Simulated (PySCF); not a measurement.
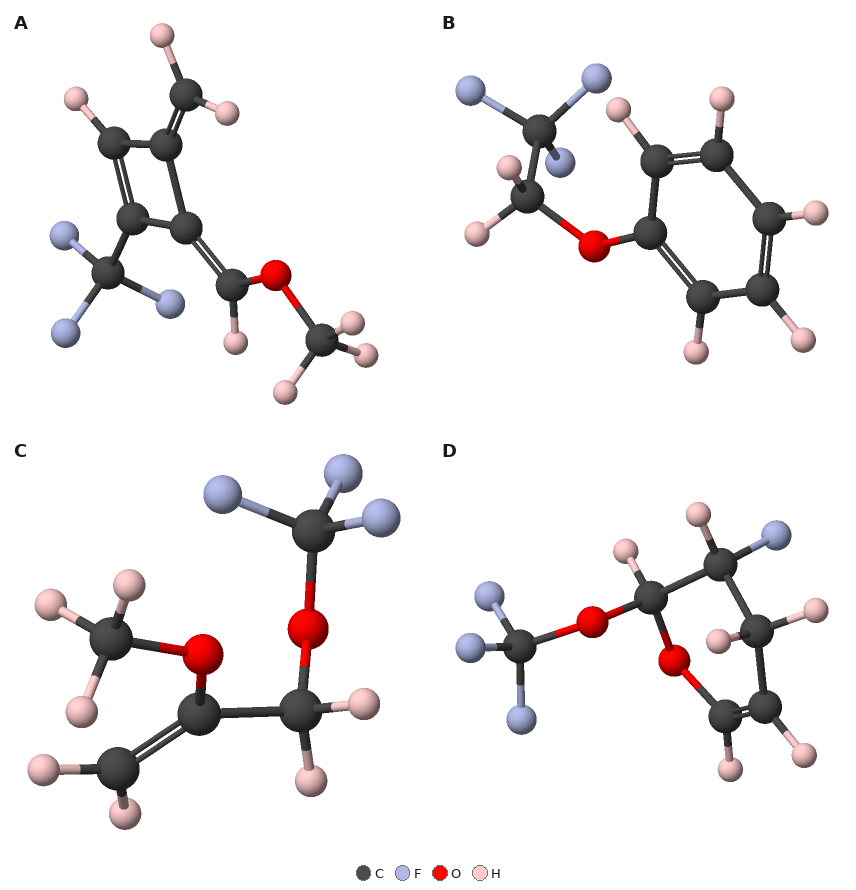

Figure made from data computed with PySCF.

### Which panel belongs to which SMILES?
(1) C=C1C=C(C(F)(F)F)/C1=C/OC
(2) F[C@@H]1CC=CO[C@H]1OC(F)(F)F
(3) FC(F)(F)COc1ccccc1
(4) C=C(COC(F)(F)F)OC

A is (1), B is (3), C is (4), D is (2).
